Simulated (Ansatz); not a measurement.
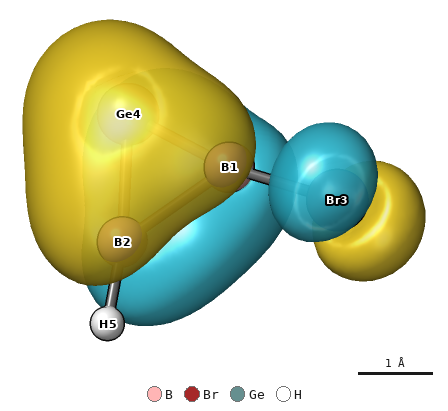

*B2BrGeH (SMILES Br[B]1[BH][Ge]1). One frontier orbital at ±0.1 Å⁻³ᐟ² (yellow and cyan are the two phases), seen at a tilt.*

Geometry: PBE0-D3(BJ)/def2-SVP.

The calculation used Ansatz, isolated molecule in a Gaussian basis; Kohn-Sham density functional theory, functional PBE0.

```xyz
5

B     0.5170   -0.8622    0.8252
B    -0.0085    0.2634   -0.4713
Br   -0.4920   -2.1992    1.6350
Ge    1.7808    0.4307    0.1708
H    -1.0946    0.2917   -0.9835
```

### Which orbital is it: HOMO or LUMO?

The HOMO, at −6.66 eV. Its weight (Hirshfeld) is mainly on Ge4 (about 35 %), B2 (about 25 %), B1 (about 20 %) and Br3 (about 10 %); it changes sign across the molecular plane (π type); π-bonding across B1–B2, B1–Ge4 and B2–Ge4; π-antibonding (a node) across B1–Br3.
